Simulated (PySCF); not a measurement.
# F2H6O2SSi3: what the fields show

```yaml
atoms:
  - { symbol: O, position_ang: [0.4312, -1.6310, 1.1913] }
  - { symbol: Si, position_ang: [1.1889, -0.9576, -0.0684] }
  - { symbol: Si, position_ang: [2.0381, 1.0184, 0.7688] }
  - { symbol: S, position_ang: [-0.2921, -0.6567, -1.6823] }
  - { symbol: Si, position_ang: [-1.8593, 0.1572, -0.5665] }
  - { symbol: O, position_ang: [-3.1408, 0.5671, -1.4303] }
  - { symbol: F, position_ang: [-2.4051, -0.8350, 0.5572] }
  - { symbol: F, position_ang: [-1.3757, 1.3965, 0.3211] }
  - { symbol: H, position_ang: [-0.2671, -2.2820, 1.1461] }
  - { symbol: H, position_ang: [1.9881, -1.9595, -0.7733] }
  - { symbol: H, position_ang: [1.3523, 1.4637, 1.9831] }
  - { symbol: H, position_ang: [3.4526, 0.8044, 1.0956] }
  - { symbol: H, position_ang: [1.9669, 2.1029, -0.2164] }
  - { symbol: H, position_ang: [-3.0786, 0.8112, -2.3482] }
```

Geometry: GFN2-xTB.

The calculation used PBE0/pcSseg-1, SCF density, gas phase, non-relativistic in PySCF 2.14.0.

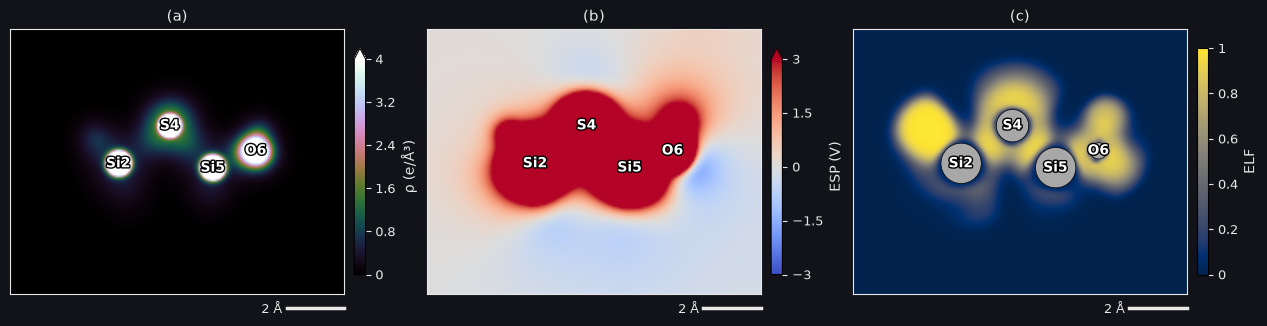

Figure 1. (a) electron density; (b) electrostatic potential; (c) ELF on the plane of atoms Si2, S4 and Si5. Grey discs cover the atomic cores in the ELF map.

### What does the map show?

The plane passes through Si, S and O nuclei.
Si–O (1.60 Å): ρ at the midpoint is about 1.3 e/Å³; the ELF peaks at about 0.85 between the atoms; a polar covalent bond.
Si–S (2.09 Å): ρ at the midpoint is about 0.93 e/Å³; the ELF peaks at about 0.90 between the atoms (a shared electron pair).
Si–S (2.21 Å): the density is about 0.73 e/Å³ at the midpoint; the ELF peaks at about 0.90 between the atoms; localised, covalent bonding.
The ELF also peaks beside O6 and S4, away from the bonds: lone-pair regions.
Outside the dense part of the molecule the potential is most negative (−1.4 V) near O6.

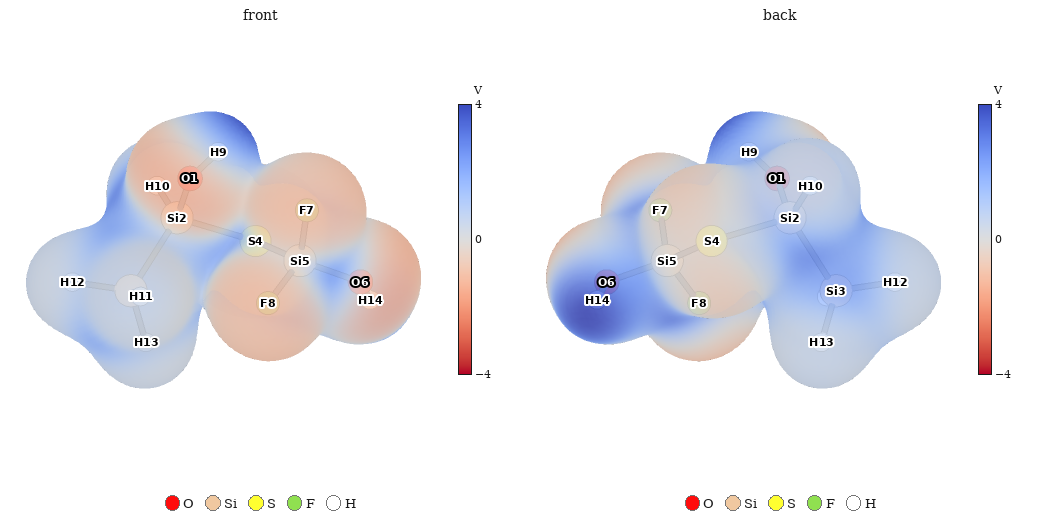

Figure 2. The molecular electrostatic potential painted on the density surface at 0.004 e/bohr³, seen from the front and from behind; red is negative and blue positive.

### Which sites attract a positive test charge, and which a negative one?

A positive charge is drawn to the negative regions and a negative charge to the positive ones. The most negative region (about −1.3 V) lies over O1 and O6, the most positive (about +3.7 V) over H14.

### How polar is the molecule by this calculation?

Its dipole moment is 2.18 D.
